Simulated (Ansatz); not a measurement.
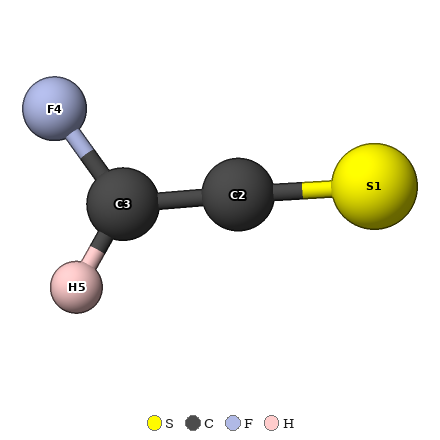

The system is C₂HFS, SMILES FC=C=S; the picture shows the reference structure. The first coordinate is: bond length C2–C3; the second: angle C2–C3–F4. Nothing is relaxed (all other coordinates rigid). The scan uses a 15 × 15 grid. Energies are in kJ/mol, from the relaxed molecule at the same level. Method: RKS wB97X-V/def2-TZVP in Ansatz.

Its coordinates:

```xyz
5

S     0.7598   -1.5756    1.5916
C     0.2751   -0.5312    0.5548
C    -0.1141    0.3721   -0.3132
F    -1.1343    0.1335   -1.1622
H     0.3457    1.3479   -0.4056
```

Range: bond length C2–C3 from 1.102 to 1.705 Å; angle C2–C3–F4 from 86.3 to 156.3°.

What will the energy surface look like?

Answer. The lowest grid point is at bond length C2–C3 = 1.317 Å, angle C2–C3–F4 = 121.3°, 0.08 kJ/mol from the relaxed molecule at the same level. No other kind of well shows on this grid. The highest grid point, bond length C2–C3 = 1.705 Å, angle C2–C3–F4 = 156.3°, lies 369 kJ/mol above the lowest. Round the minimum the two coordinates are nearly uncoupled.

```csv
"angle C2–C3–F4 ↓, bond length C2–C3 →",1.102,1.145,1.188,1.231,1.274,1.317,1.361,1.404,1.447,1.490,1.533,1.576,1.619,1.662,1.705
156.3,289,209,157,127,113,113,123,142,166,195,227,261,297,333,369
151.3,268,187,133,101,87,85,95,112,136,165,196,230,266,302,339
146.3,249,166,112,79,63,61,70,87,110,138,169,203,239,275,312
141.3,232,149,93,59,43,40,48,65,88,115,147,181,216,253,290
136.3,219,135,78,44,26,23,31,47,70,97,129,163,198,235,273
131.3,210,125,68,32,14,10,18,34,56,84,115,149,185,222,260
126.3,206,119,61,25,7,3,10,26,48,75,106,140,176,213,251
121.3,206,119,60,23,5,0,7,22,44,72,103,136,172,209,247
116.3,211,123,64,27,8,3,9,24,46,73,104,137,173,210,247
111.3,222,134,74,36,16,11,17,32,53,80,110,144,179,216,253
106.3,238,150,89,51,31,25,31,45,66,92,123,156,191,227,264
101.3,261,172,111,72,52,45,51,64,85,111,141,173,208,244,280
96.3,290,201,139,100,79,72,77,90,111,136,165,197,231,267,302
91.3,326,236,174,134,113,106,110,123,143,168,196,228,261,296,331
86.3,369,278,215,175,153,146,150,162,182,206,234,265,298,332,367
```

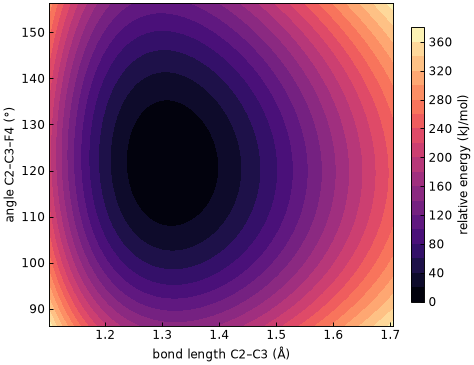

Drawn: filled contours. Between grid points the surface is interpolated.

Each point was launched as `ansatz run input.yaml --threads 1 --pin off --max-ram 2560MiB --backend cpu --events-out ev --progress --plain --runs-dir out`. Time for the 225 points that were run: 18 min on 1 thread of Intel(R) Xeon(R) 6975P-C (Granite Rapids) (shared host).
